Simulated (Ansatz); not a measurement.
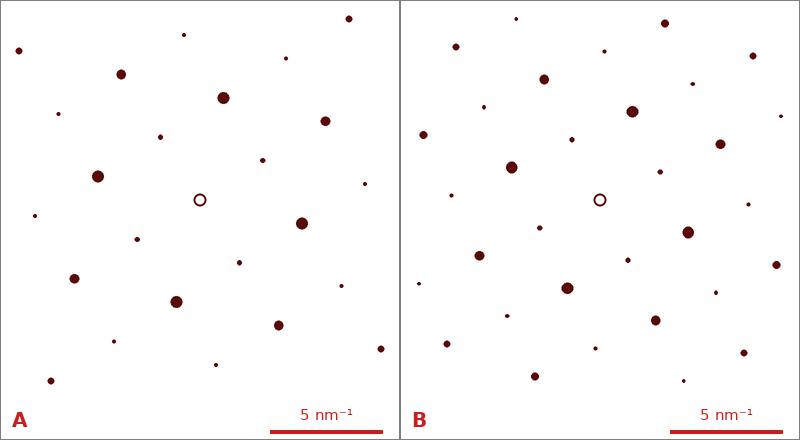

Kinematic electron diffraction patterns (300 kV, B = 0.5 Å², same scale, each along a low-index zone) of two structures of composition MoSe, each relaxed at zero pressure with Ansatz 0.2.0, DFT r2SCAN+U, scalar-relativistic, plane waves, PAW.

The structures (standard cells):
1. Pm-3m (No. 221), a = 3.345 Å, 2 atoms; generated start, possibly hypothetical
2. F-43m (No. 216), a = 5.998 Å, 8 atoms; generated start, possibly hypothetical

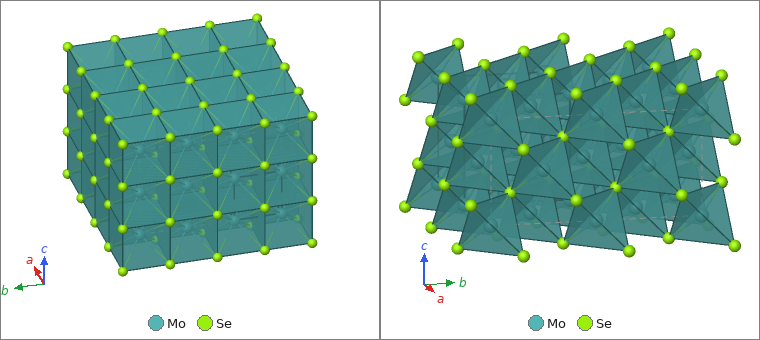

Drawings of the structures 1 to 2, from left to right (each may span several cells).

**Which pattern belongs to which structure, and along which zone?**

A is structure 2 along [001] or an equivalent direction: square net of 2 0 0 at d = 3.00 Å and 0 2 0 at d = 3.00 Å, 90.0° apart. B is structure 1 along [001] or an equivalent direction: square net of 1 0 0 at d = 3.34 Å and 0 1 0 at d = 3.34 Å, 90.0° apart.

**Rank the structures by their computed energy.**

Structure 2 (F-43m, 26.98 Å³ an atom) is the lowest of these; structure 1 (Pm-3m, 18.71 Å³ an atom) lies about 79 meV an atom higher. These are static energies at 0 K; other structures, not shown, may lie lower still.
